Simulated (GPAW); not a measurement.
## W2CCl2 MXene monolayer: work function by functional and basis

Aim: the work function of both faces of W2CCl2 MXene monolayer, and its spread over functionals and bases.

Main program and level: GPAW 26.7.0; GPAW, PAW setups; layer in a repeated cell with vacuum, relaxation of atoms and in-plane cell, in the first sound run; inputs show where later runs differ.

## (1) The starting structure

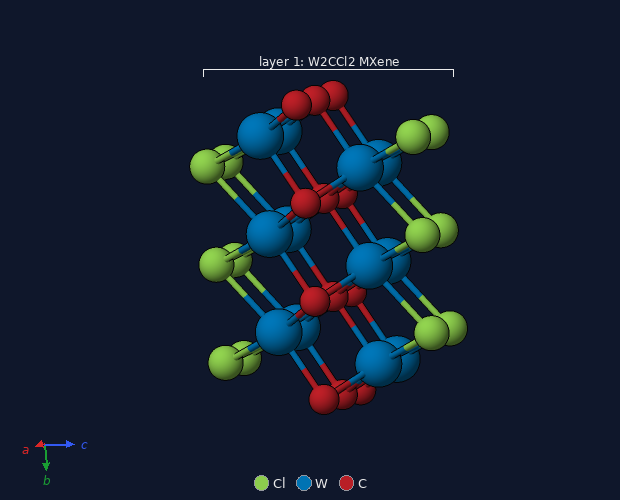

The starting structure, seen from the side, with the c axis across the page (chlorine green, tungsten blue, carbon red). 2×3×1 cells are drawn. Some periodic images of atoms are drawn too.

The cell holds 5 atoms: 2 Cl, 2 W and 1 C. Cell: a = 3.125 Å, b = 3.125 Å, c = 21.863 Å, α = 90.0°, β = 90.0°, γ = 120.0°. Vacuum lies along c.

## (2) Relaxing the atoms

Forces are removed first; all later runs use this geometry.

run.py reads:

```python
import json
import numpy as np
from ase import Atoms
from ase.filters import FrechetCellFilter
from ase.optimize import BFGS
from gpaw import GPAW, PW

slab = Atoms(
    ['Cl', 'W', 'C', 'W', 'Cl'],
    positions=[
        [-0.00000, 1.80446, 8.00000],
        [1.56270, 0.90223, 9.69836],
        [0.00000, 0.00000, 10.93156],
        [-0.00000, 1.80446, 12.16477],
        [1.56270, 0.90223, 13.86312]],
    cell=[[3.12541, 0.0, 0.0], [-1.5627, 2.70668, 0.0], [0.0, 0.0, 21.8631]],
    pbc=[True, True, True])

slab.calc = GPAW(mode=PW(600), xc='PBE', kpts={'size': (12, 12, 1), 'gamma': True},
                 occupations={'name': 'fermi-dirac', 'width': 0.05}, nbands='160%',
                 convergence={'density': 1e-05}, maxiter=200,
                 symmetry={'tolerance': 1e-3}, txt='slab.txt')
result = {}
# The in-plane cell is free; stress needs a cell that repeats along all three vectors
path = []
opt = BFGS(FrechetCellFilter(slab, mask=[1, 1, 0, 0, 0, 1]), maxstep=0.2)
opt.attach(lambda: path.append((slab.get_potential_energy(), slab.positions.tolist(), slab.get_forces().tolist())))
result['relaxed'] = bool(opt.run(fmax=0.02, steps=45))
result['path'] = path
result['cell'] = slab.cell.tolist()
print('in-plane lattice', slab.cell.cellpar().round(4)[[0, 1, 5]])
energy = slab.get_potential_energy()
fermi = slab.calc.get_fermi_level()
v = slab.calc.get_electrostatic_potential().mean((0, 1)) - fermi
n = slab.calc.get_pseudo_density().mean((0, 1))
L = slab.cell[2, 2]
z = np.arange(len(v)) * L / len(v)
low, high = slab.positions[:, 2].min(), slab.positions[:, 2].max()
below, above = np.interp([low - 5.8, high + 5.8], z, v)
slopes = [np.interp(x, z, np.gradient(v, z)) for x in (low - 5.8, high + 5.8)]
eps = np.array([[slab.calc.get_eigenvalues(k, s) for k in range(len(slab.calc.get_ibz_k_points()))]
                for s in range(slab.calc.get_number_of_spins())]) - fermi
top, bottom = eps[eps < 0].max(), eps[eps > 0].min()
dipole = slab.get_dipole_moment()[2]
print(f'energy {energy:.4f} eV, Fermi level {fermi:.4f} eV, dipole {dipole:.5f} e A')
print(f'potential 5.8 A off the faces, from the Fermi level: lower {below:.4f} eV, upper {above:.4f} eV')
print(f'slope of the potential there: lower {slopes[0]:.5f}, upper {slopes[1]:.5f} eV/A')
print(f'nearest levels on the mesh: {top:.4f} and {bottom:.4f} eV')
print('magnetic moment', round(slab.get_magnetic_moment(), 3))
result.update(energy=energy, fermi=fermi, dipole=dipole, below=below, above=above, slopes=slopes, edges=[top, bottom],
              z=z.tolist(), v=v.tolist(), n=n.tolist(), positions=slab.positions.tolist(),
              forces=slab.get_forces(apply_constraint=False).tolist(), moments=slab.get_magnetic_moments().tolist())
json.dump(result, open('result.json', 'w'))
```

Command:

```bash
$ OMP_NUM_THREADS=1 OPENBLAS_NUM_THREADS=1 python run.py
```

The program printed:

```text
Step          Energy          fmax
BFGS:    0      -35.563499        1.837653
BFGS:    1      -35.727642        1.743349
BFGS:    2      -36.054966        3.207172
BFGS:    3      -36.234312        2.047673
BFGS:    4      -36.376602        0.753637
BFGS:    5      -36.406198        0.731651
BFGS:    6      -36.476000        0.701754
BFGS:    7      -36.620031        0.989340
BFGS:    8      -36.774029        0.974639
BFGS:    9      -36.817365        0.842047
BFGS:   10      -36.912185        1.070665
BFGS:   11      -36.918516        0.369932
BFGS:   12      -36.937507        0.191083
BFGS:   13      -36.939957        0.177082
BFGS:   14      -36.940764        0.045676
BFGS:   15      -36.940800        0.001512
in-plane lattice [  3.3788   3.3788 120.    ]
energy -36.9323 eV, Fermi level 1.2225 eV, dipole 0.00051 e A
potential 5.8 A off the faces, from the Fermi level: lower 4.0334 eV, upper 4.0317 eV
slope of the potential there: lower 0.00034, upper 0.00035 eV/A
nearest levels on the mesh: -0.0411 and 0.0764 eV
magnetic moment 0.0
```

It took 29 min on 1 thread of Arm Neoverse V1, shared host; peak memory 0.52 GiB.

This step gave:

| Item | Value |
| --- | --- |
| dipole along the normal | 5.10e-4 e·Å |
| levels nearest the Fermi level on the mesh | -0.04114, 0.07643 eV from the Fermi level |

The electrostatic potential energy of an electron (without an applied field's), less the Fermi level, planar mean oscillates, so the rows of the table below give means over windows of 2 Å about each position, cut where the curve ends. Its maxima inside the range that stand out by 2 % of the span (Å: eV): 9.0: -3.96, 10.7: -14.8, 11.2: -14.8, 12.9: -3.96. Its minima: 8.2: -17.5, 10.1: -22.0, 10.9: -16.1, 11.8: -22.0, 13.6: -17.5.

Table of electrostatic potential energy of an electron (without an applied field's), less the Fermi level, planar mean by z; means over each step:

```csv
z (Å),"electrostatic potential energy of an electron (without an applied field's), less the Fermi level, planar mean (eV)"
0,4.03
2,4.03
4,4.03
6,3.92
8,-6.37
10,-14.9
12,-14.0
14,-5.86
16,3.96
18,4.03
20,4.03
```

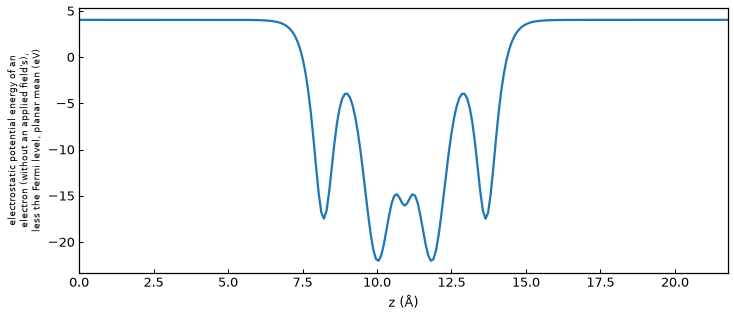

Electrostatic potential energy of an electron (without an applied field's), less the Fermi level, planar mean, plotted against z.

The pseudo valence density, planar mean oscillates, so the rows of the table below give means over windows of 1.4 Å about each position, cut where the curve ends. Its maxima inside the range that stand out by 2 % of the span (Å: e/Å³): 8.6: 0.501, 10.0: 1.38, 11.9: 1.38, 13.3: 0.501. Its minima: 9.1: 0.316, 11.0: 0.737, 12.8: 0.316.

The pseudo valence density, planar mean by z; means over each step:

```
z (Å)  pseudo valence density, planar mean (e/Å³)
 4.90                                      1.0e-4
 6.30                                      0.0104
 7.70                                       0.315
 9.10                                       0.499
10.50                                       0.981
11.90                                       0.943
13.30                                       0.427
14.70                                       0.146
16.10                                     0.00167
17.50                                      1.9e-5
```

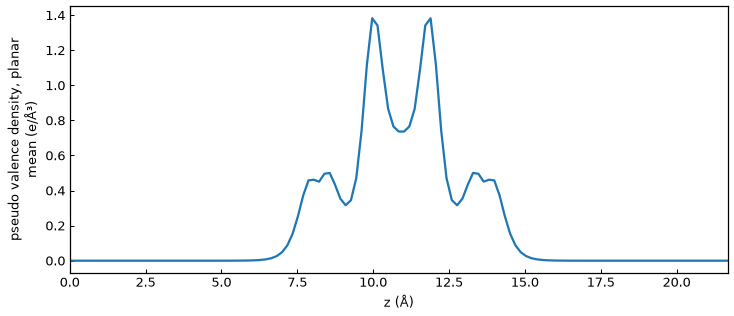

Pseudo valence density, planar mean, plotted against z.

The relaxation lowered the energy of the cell by 1.38 eV (energies extrapolated to zero smearing; the optimiser's log prints free energies). The largest force left on a free atom is 0.0015 eV/Å.

## (3) Plane waves, PBE

With the geometry fixed, the planar mean of the potential gives the vacuum level on each side.

This step: GPAW, PAW setups; slab in vacuum (GPAW 26.7.0).

The cell differs from the one that the last finished run ended in (c 21.863 → 21.452 Å).

Edit run.py of step 2 so:

```diff
@@ -3,4 +3,2 @@
 from ase import Atoms
-from ase.filters import FrechetCellFilter
-from ase.optimize import BFGS
 from gpaw import GPAW, PW
@@ -10,23 +8,16 @@
     positions=[
-        [-0.00000, 1.80446, 8.00000],
-        [1.56270, 0.90223, 9.69836],
-        [0.00000, 0.00000, 10.93156],
-        [-0.00000, 1.80446, 12.16477],
-        [1.56270, 0.90223, 13.86312]],
-    cell=[[3.12541, 0.0, 0.0], [-1.5627, 2.70668, 0.0], [0.0, 0.0, 21.8631]],
-    pbc=[True, True, True])
+        [-0.00000, 1.95075, 8.00000],
+        [1.68939, 0.97538, 9.80856],
+        [0.00000, 0.00000, 10.72621],
+        [-0.00000, 1.95075, 11.64387],
+        [1.68939, 0.97538, 13.45242]],
+    cell=[[3.37879, -0.0, 0.0], [-1.68939, 2.92612, 0.0], [0.0, 0.0, 21.4524]],
+    pbc=[True, True, False])
 
-slab.calc = GPAW(mode=PW(600), xc='PBE', kpts={'size': (12, 12, 1), 'gamma': True},
+slab.calc = GPAW(mode=PW(500), xc='PBE', kpts={'size': (12, 12, 1), 'gamma': True},
                  occupations={'name': 'fermi-dirac', 'width': 0.05}, nbands='160%',
                  convergence={'density': 1e-05}, maxiter=200,
+                 poissonsolver={'dipolelayer': 'xy'},
                  symmetry={'tolerance': 1e-3}, txt='slab.txt')
 result = {}
-# The in-plane cell is free; stress needs a cell that repeats along all three vectors
-path = []
-opt = BFGS(FrechetCellFilter(slab, mask=[1, 1, 0, 0, 0, 1]), maxstep=0.2)
-opt.attach(lambda: path.append((slab.get_potential_energy(), slab.positions.tolist(), slab.get_forces().tolist())))
-result['relaxed'] = bool(opt.run(fmax=0.02, steps=45))
-result['path'] = path
-result['cell'] = slab.cell.tolist()
-print('in-plane lattice', slab.cell.cellpar().round(4)[[0, 1, 5]])
 energy = slab.get_potential_energy()
```

The program printed:

```text
energy -36.9045 eV, Fermi level 1.3230 eV, dipole 0.00049 e A
potential 5.8 A off the faces, from the Fermi level: lower 4.0365 eV, upper 4.0289 eV
slope of the potential there: lower 0.00001, upper -0.00001 eV/A
nearest levels on the mesh: -0.0412 and 0.0764 eV
magnetic moment 0.0
```

Elapsed: 1.8 min, on 1 thread; peak memory 0.27 GiB.

This step gave:

| Property | Result |
| --- | --- |
| dipole along the normal | 4.91e-4 e·Å |
| levels nearest the Fermi level on the mesh | -0.04117, 0.07643 eV from the Fermi level |
| upper work function | 4.029 eV |
| lower work function | 4.036 eV |

The electrostatic potential energy of an electron (without an applied field's), less the Fermi level, planar mean oscillates, so the rows of the table below give means over windows of 2 Å about each position, cut where the curve ends. Its maxima inside the range that stand out by 2 % of the span (Å: eV): 8.8: -3.98, 10.4: -14.8, 11.0: -14.8, 12.6: -3.98. Its minima: 8.0: -17.3, 9.9: -22.0, 10.7: -16.1, 11.6: -22.0, 13.4: -17.4.

Table of electrostatic potential energy of an electron (without an applied field's), less the Fermi level, planar mean by z; means over each step:

```csv
z (Å),"electrostatic potential energy of an electron (without an applied field's), less the Fermi level, planar mean (eV)"
0,4.04
2,4.04
4,4.04
6,3.81
8,-7.14
10,-16.0
12,-13.0
14,-4.91
16,3.99
18,4.03
20,4.03
```

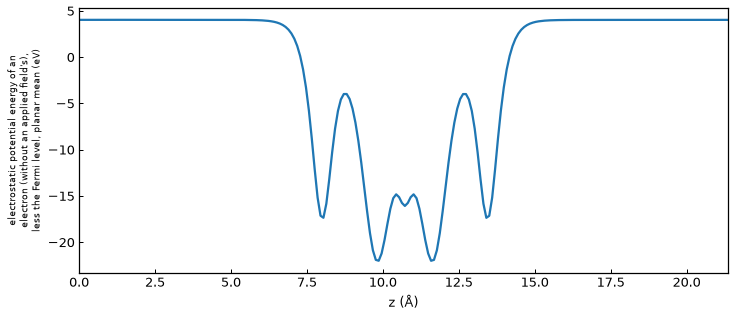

Electrostatic potential energy of an electron (without an applied field's), less the Fermi level, planar mean against z.

The pseudo valence density, planar mean oscillates, so the rows of the table below give means over windows of 1.53 Å about each position, cut where the curve ends. Its maxima inside the range that stand out by 2 % of the span (Å: e/Å³): 8.2: 0.505, 9.8: 1.39, 11.7: 1.39, 13.2: 0.505. Its minima: 9.0: 0.326, 10.7: 0.734, 12.5: 0.326.

The pseudo valence density, planar mean by z; means over each step:

| z (Å) | pseudo valence density, planar mean (e/Å³) |
| --- | --- |
| 3.82 | 7.7e-6 |
| 5.35 | 9.8e-4 |
| 6.88 | 0.132 |
| 8.41 | 0.424 |
| 9.95 | 0.955 |
| 11.47 | 0.961 |
| 13.00 | 0.425 |
| 14.53 | 0.141 |
| 16.06 | 0.00111 |
| 17.59 | 8.7e-6 |

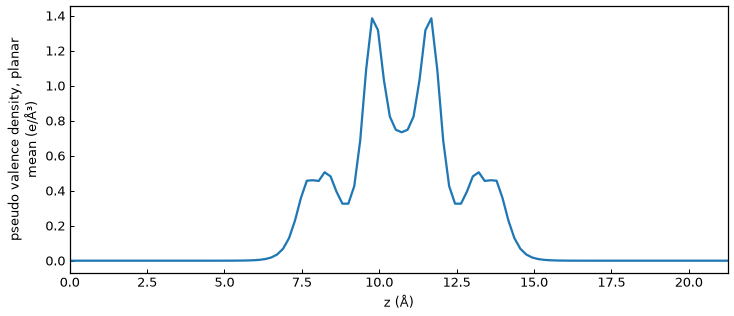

Pseudo valence density, planar mean against z.

The potential is flat to 1.2e-5 eV/Å where it is read, so the vacuum is wide enough.

## (4) Self-consistent run: xc = "LDA"

The same geometry under LDA, to see how far the functional moves the levels against the vacuum.

Edit run.py of step 3 so:

```diff
@@ -16,3 +16,3 @@
 
-slab.calc = GPAW(mode=PW(500), xc='PBE', kpts={'size': (12, 12, 1), 'gamma': True},
+slab.calc = GPAW(mode=PW(500), xc='LDA', kpts={'size': (12, 12, 1), 'gamma': True},
                  occupations={'name': 'fermi-dirac', 'width': 0.05}, nbands='160%',
```

The program printed:

```text
energy -41.4499 eV, Fermi level 1.0189 eV, dipole 0.00049 e A
potential 5.8 A off the faces, from the Fermi level: lower 4.3273 eV, upper 4.3198 eV
slope of the potential there: lower 0.00001, upper -0.00001 eV/A
nearest levels on the mesh: -0.0333 and 0.0685 eV
magnetic moment 0.0
```

The job ended after 1.8 min (1 thread; peak memory 0.28 GiB).

Numbers from this step:

| Property | Result |
| --- | --- |
| dipole along the normal | 4.92e-4 e·Å |
| levels nearest the Fermi level on the mesh | -0.03328, 0.06851 eV from the Fermi level |
| upper work function | 4.320 eV |
| lower work function | 4.327 eV |

The electrostatic potential energy of an electron (without an applied field's), less the Fermi level, planar mean oscillates, so the rows of the table below give means over windows of 2 Å about each position, cut where the curve ends. Its maxima inside the range that stand out by 2 % of the span (Å: eV): 8.8: -3.61, 10.4: -14.5, 11.0: -14.5, 12.6: -3.62. Its minima: 8.0: -17.1, 9.9: -21.6, 10.7: -15.7, 11.6: -21.6, 13.4: -17.1.

The electrostatic potential energy of an electron (without an applied field's), less the Fermi level, planar mean by z; means over each step:

| z (Å) | electrostatic potential energy of an electron (without an applied field's), less the Fermi level, planar mean (eV) |
| --- | --- |
| 0 | 4.33 |
| 2 | 4.33 |
| 4 | 4.33 |
| 6 | 4.10 |
| 8 | -6.85 |
| 10 | -15.6 |
| 12 | -12.7 |
| 14 | -4.64 |
| 16 | 4.28 |
| 18 | 4.32 |
| 20 | 4.32 |

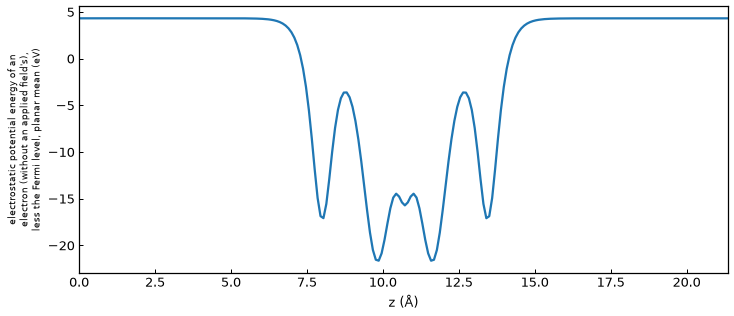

Electrostatic potential energy of an electron (without an applied field's), less the Fermi level, planar mean, plotted against z.

The pseudo valence density, planar mean oscillates, so the rows of the table below give means over windows of 1.53 Å about each position, cut where the curve ends. Its maxima inside the range that stand out by 2 % of the span (Å: e/Å³): 8.2: 0.505, 9.8: 1.38, 11.7: 1.38, 13.2: 0.505. Its minima: 8.8: 0.327, 10.7: 0.735, 12.6: 0.327.

Pseudo valence density, planar mean against z; means over each step:

```
z (Å)  pseudo valence density, planar mean (e/Å³)
 3.82                                      7.1e-6
 5.35                                      9.8e-4
 6.88                                       0.132
 8.41                                       0.424
 9.95                                       0.955
11.47                                       0.961
13.00                                       0.425
14.53                                       0.141
16.06                                     0.00111
17.59                                      8.0e-6
```

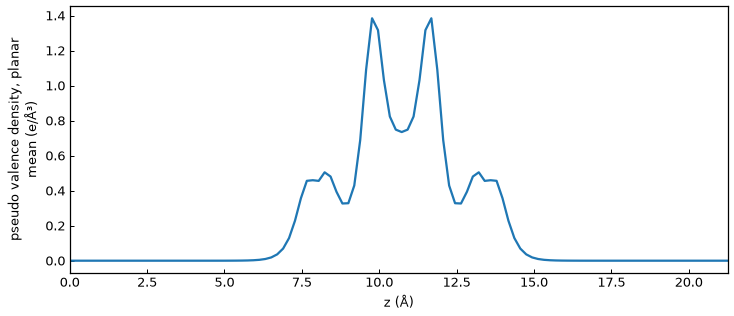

Pseudo valence density, planar mean against z.

Force by atom:

| atom | x (eV/Å) | y (eV/Å) | z (eV/Å) | size |
| --- | --- | --- | --- | --- |
| Cl1 | 0.000 | 0.000 | 0.578 | 0.578 |
| W2 | 0.000 | 0.000 | 0.545 | 0.545 |
| C3 | 0.000 | 0.000 | 0.000 | 0.000 |
| W4 | 0.000 | 0.000 | -0.545 | 0.545 |
| Cl5 | 0.000 | 0.000 | -0.578 | 0.578 |

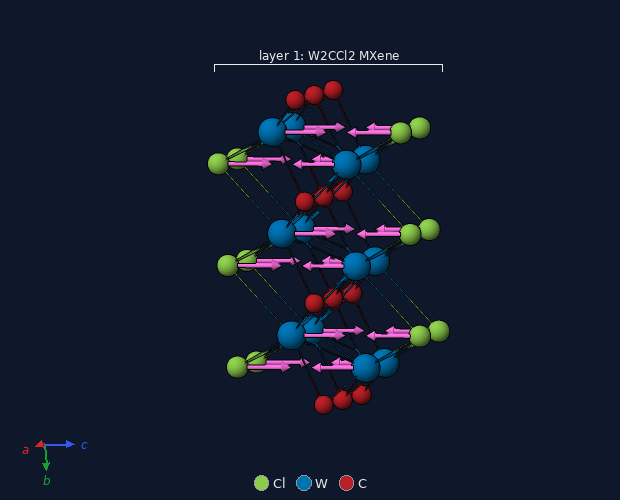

Force as arrows, the longest 0.578 eV/Å. 2×3×1 cells are drawn. Some periodic images of atoms are drawn too.

The upper face's work function is 4.320 eV, against 4.029 eV in the first plane-wave PBE run at this geometry.

## (5) Self-consistent run: xc = "RPBE"

The same geometry under RPBE, to see how far the functional moves the levels against the vacuum.

Edit run.py of step 4 so:

```diff
@@ -16,3 +16,3 @@
 
-slab.calc = GPAW(mode=PW(500), xc='LDA', kpts={'size': (12, 12, 1), 'gamma': True},
+slab.calc = GPAW(mode=PW(500), xc='RPBE', kpts={'size': (12, 12, 1), 'gamma': True},
                  occupations={'name': 'fermi-dirac', 'width': 0.05}, nbands='160%',
```

The program printed:

```text
energy -34.7962 eV, Fermi level 1.4256 eV, dipole 0.00049 e A
potential 5.8 A off the faces, from the Fermi level: lower 3.9333 eV, upper 3.9258 eV
slope of the potential there: lower 0.00001, upper -0.00001 eV/A
nearest levels on the mesh: -0.0427 and 0.0788 eV
magnetic moment 0.0
```

The job ended after 1.8 min (1 thread; peak memory 0.27 GiB).

Numbers from this step:

```
dipole along the normal                    : 4.91e-4 e·Å
levels nearest the Fermi level on the mesh : -0.04266, 0.07875 eV from the Fermi level
upper work function                        : 3.926 eV
lower work function                        : 3.933 eV
```

The upper face's work function is 3.926 eV, against 4.029 eV in the first plane-wave PBE run at this geometry.

## (6) OptPBE vdW: xc = "optPBE-vdW"

The same geometry under optPBE-vdW, to see how far the functional moves the levels against the vacuum (the van der Waals functionals take revPBE setups).

Edit run.py of step 5 so:

```diff
@@ -16,3 +16,3 @@
 
-slab.calc = GPAW(mode=PW(500), xc='RPBE', kpts={'size': (12, 12, 1), 'gamma': True},
+slab.calc = GPAW(mode=PW(500), xc='optPBE-vdW', kpts={'size': (12, 12, 1), 'gamma': True},
                  occupations={'name': 'fermi-dirac', 'width': 0.05}, nbands='160%',
```

The program printed:

```text
energy -83.2516 eV, Fermi level 1.1356 eV, dipole 0.00049 e A
potential 5.8 A off the faces, from the Fermi level: lower 4.2937 eV, upper 4.2862 eV
slope of the potential there: lower 0.00001, upper -0.00001 eV/A
nearest levels on the mesh: -0.0561 and 0.0815 eV
magnetic moment 0.0
```

Wall time 2.1 min (1 thread); peak memory 0.46 GiB.

Numbers from this step:

```
dipole along the normal                    : 4.90e-4 e·Å
levels nearest the Fermi level on the mesh : -0.05608, 0.08154 eV from the Fermi level
upper work function                        : 4.286 eV
lower work function                        : 4.294 eV
```

The upper face's work function is 4.286 eV, against 4.029 eV in the first plane-wave PBE run at this geometry.

## (7) Self-consistent run: xc = "vdW-DF2"

The same geometry under vdW-DF2, to see how far the functional moves the levels against the vacuum (the van der Waals functionals take revPBE setups).

Edit run.py of step 6 so:

```diff
@@ -16,3 +16,3 @@
 
-slab.calc = GPAW(mode=PW(500), xc='optPBE-vdW', kpts={'size': (12, 12, 1), 'gamma': True},
+slab.calc = GPAW(mode=PW(500), xc='vdW-DF2', kpts={'size': (12, 12, 1), 'gamma': True},
                  occupations={'name': 'fermi-dirac', 'width': 0.05}, nbands='160%',
```

The program printed:

```text
energy -399.9667 eV, Fermi level 1.0504 eV, dipole 0.00049 e A
potential 5.8 A off the faces, from the Fermi level: lower 4.4843 eV, upper 4.4767 eV
slope of the potential there: lower -0.00092, upper 0.00092 eV/A
nearest levels on the mesh: -0.0571 and 0.0891 eV
magnetic moment 0.0
```

Wall time 1.9 min (1 thread); peak memory 0.46 GiB.

This step gave:

```
dipole along the normal                    : 4.91e-4 e·Å
levels nearest the Fermi level on the mesh : -0.05712, 0.08913 eV from the Fermi level
upper work function                        : 4.477 eV
lower work function                        : 4.484 eV
```

The upper face's work function is 4.477 eV, against 4.029 eV in the first plane-wave PBE run at this geometry.

(Part 1 of 2 ends here.)

[Logs are printed without paths, hosts, clocks, repeated set-up lines and the standing remarks that a program may print on its own settings, such as how far it seeks lower states.]

[Hosts, paths, dates, database ids (printed as entryN), source tags and the programs' standing remarks are cut or masked in the printed files.]
